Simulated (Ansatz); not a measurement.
Cu (fcc, Cu type): map of one atom of the cell

Starting cell, Cu (fcc, Cu type):

```
CELL_PARAMETERS angstrom
      3.62881     0.00000     0.00000
      0.00000     3.62881     0.00000
      0.00000     0.00000     3.62881
ATOMIC_POSITIONS crystal
  Cu 0.00000 0.00000 0.00000
  Cu 0.50000 0.50000 0.00000
  Cu 0.50000 0.00000 0.50000
  Cu 0.00000 0.50000 0.50000
```

Two-dimensional scan of atom 4 (Cu, nearest neighbour Cu at 2.566 Å; its periodic images, 3.6 Å or more away, move with it): u runs along (1.000, 0.000, 0.000), v along (0.000, 1.000, 0.000) (Cartesian). Cell and other atoms are fixed.

Calculation: PBE (plane waves to 420 eV, PAW, scalar-relativistic; Ansatz, an electronic-structure program). k mesh 10×10×10 (Γ-centred), Fermi-Dirac smearing 0.05 eV. The energy includes the smearing's −TS. Stress and pressure are positive under compression. With partly filled bands, energies and forces of such displacements shift with the k mesh and the smearing. Cu is run without spin polarisation. Cu was relaxed with its symmetry unable to fall. The PAW data are Ansatz's earlier set. ΔE is measured from the undisplaced structure. Axes are in Å.

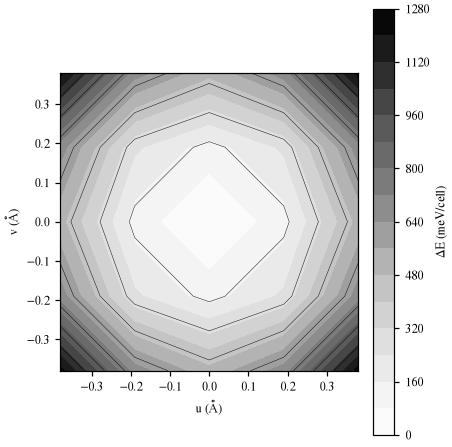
Fig. 1. ΔE (meV/cell) over the 5×5 grid of computed points.

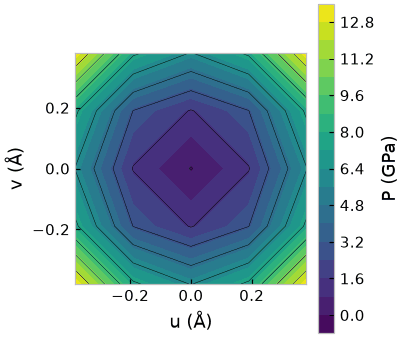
Figure. P (GPa) over the 5×5 grid of computed points.

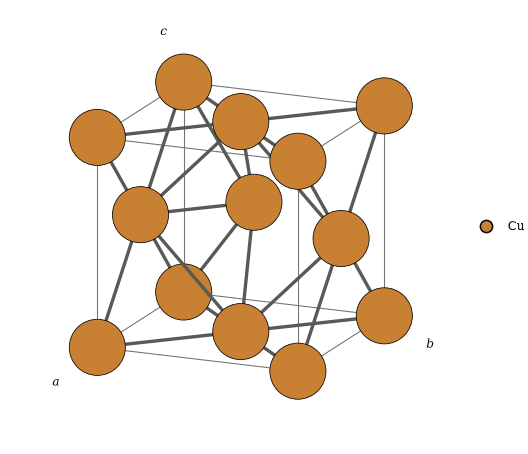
Figure: The cell of the calculation at u = 0.380 Å, v = -0.380 Å.

Principal force constants in the plane (five-point differences of the forces): 6.7 eV/Å², isotropic. Highest place on the grid, met at several equal points: u = -0.380 Å, v = -0.380 Å; u = 0.380 Å, v = -0.380 Å; u = -0.380 Å, v = 0.380 Å; u = 0.380 Å, v = 0.380 Å (1231 meV/cell). Centre of the map: a minimum. Lowest place on the grid: u = 0.000 Å, v = 0.000 Å (0 meV/cell).

(A displaced cell: forces are minus the slopes of the energy, force constants its curvatures, and phonons follow from these.)
